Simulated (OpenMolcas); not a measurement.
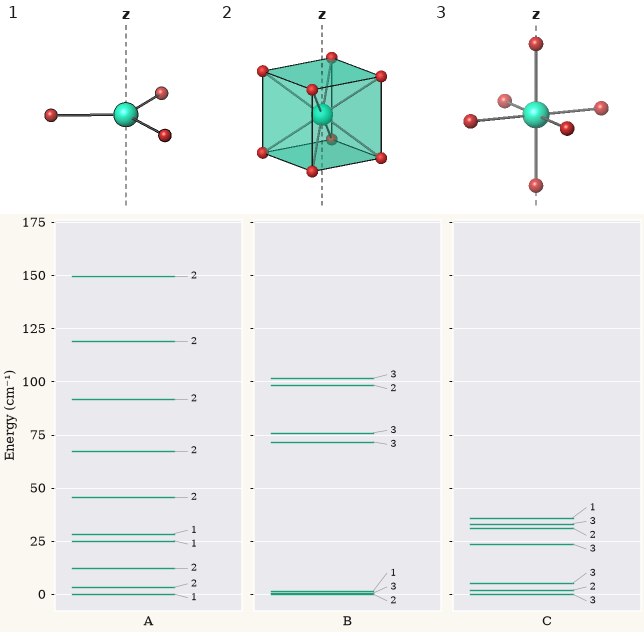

Dy²⁺ (4f¹⁰) among point charges in three arrangements (top) and its lowest levels in each (bottom, numbers are degeneracies). The calculation used state-averaged CASSCF, active space 10 electrons in the shell 4f, basis ANO-RCC-VTZP, DKH2 scalar Hamiltonian, spin-orbit coupling by RASSI with atomic mean-field integrals (OpenMolcas).

(1) 3 point charges of −0.5 e at 2.98 Å, arranged as: trigonal planar (D3h)
(2) 8 point charges of −1 e at 3.33 Å, arranged as: cube (Oh)
(3) 6 point charges of −1 e at 2.68 Å, arranged as: octahedron (Oh)

Match the level schemes to the arrangements.

Answer. A is (1). The ground level is A₁, non-degenerate, 95 % from states of spin multiplicity 5, effective J = 8.00, with |mJ| = 0 the largest share (100 %). The next level lies at 3.1 cm⁻¹ (E). B is (3). The ground level is E, doubly degenerate, 95 % from states of spin multiplicity 5, effective J = 8.00, with |mJ| = 2 the largest share (49 %). Its principal g values are all close to zero. The next level lies at 0.46 cm⁻¹ (T₁). C is (2). The ground level is T₂, 3-fold degenerate, 95 % from states of spin multiplicity 5, effective J = 8.00, with |mJ| = 5 the largest share (55 %). The next level lies at 1.8 cm⁻¹ (E).

Known limits: high states of lower spin left out of the spin-orbit mixing; point charges have no covalency; spin-free states above about 42,000 cm⁻¹ are left out of the spin-orbit step.
